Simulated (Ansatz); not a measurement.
Energy over volume and axial ratio for GaP (zinc blende)

GaP (zinc blende), conventional cell a = b = c = 5.438 Å, α = β = γ = 90.00°. The calculation uses the primitive cell of 2 atoms, to which meshes and values per cell refer.

Grid over V/V₀ and (c/a)/(c/a)₀, subscript 0 meaning the relaxed cell; the conventional c axis lies along z; no internal relaxation.

Calculation: PBEsol (plane waves to 420 eV, PAW, scalar-relativistic; Ansatz, an electronic-structure program). k mesh 11×11×11 (Γ-centred), Fermi-Dirac smearing 0.05 eV. Energies are smeared free energies. GaP was relaxed with its symmetry unable to fall. The zero of ΔE is the relaxed starting cell.

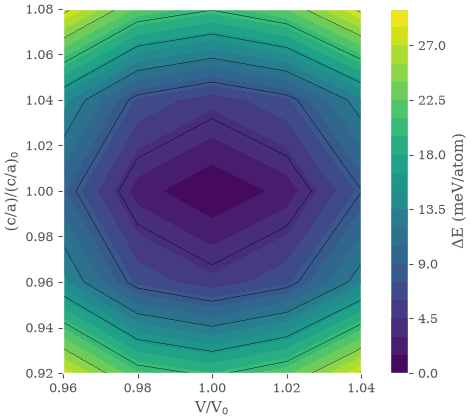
Fig. 1. ΔE (meV/atom) over the 5×5 grid of computed points.

The shear modulus C′ = (C11 − C12)/2 (fit, atoms clamped) comes out as 37 GPa. Highest place on the grid: V/V₀ = 0.960, (c/a)/(c/a)₀ = 1.080 (28.8 meV/atom). Lowest place on the grid: V/V₀ = 1.000, (c/a)/(c/a)₀ = 1.000 (0.0 meV/atom).

Near the relaxed cell σzz − σxx = −2Cδ (compression positive), C being this modulus and δ the logarithm of the ratio.

(Under strain, the slope of the energy per volume gives the stress and its curvature an elastic modulus.)
